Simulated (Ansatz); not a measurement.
The parent structure is ZrO₂ (space group Pca2_1, No. 29; a = 5.3238 Å, b = 5.0981 Å, c = 5.1281 Å).

The change: an isotropic linear strain of −0.45 %; the atoms relax in the strained cell.

Method: Kohn–Sham DFT with the PBE functional, run in Ansatz (a program for electronic structure) with PAW and 420 eV plane waves, scalar-relativistic without spin-orbit coupling.

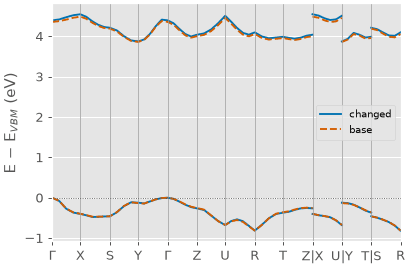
Fig. 1. Highest valence and lowest conduction band along the path, each from its own valence-band maximum

Problem. Read the changed gap and its character from the plot.

Solution. About 3.9 eV, indirect, Γ → Y.

No phonon test of stability was made. This is not the structure that ZrO2 has at room temperature and ambient pressure.
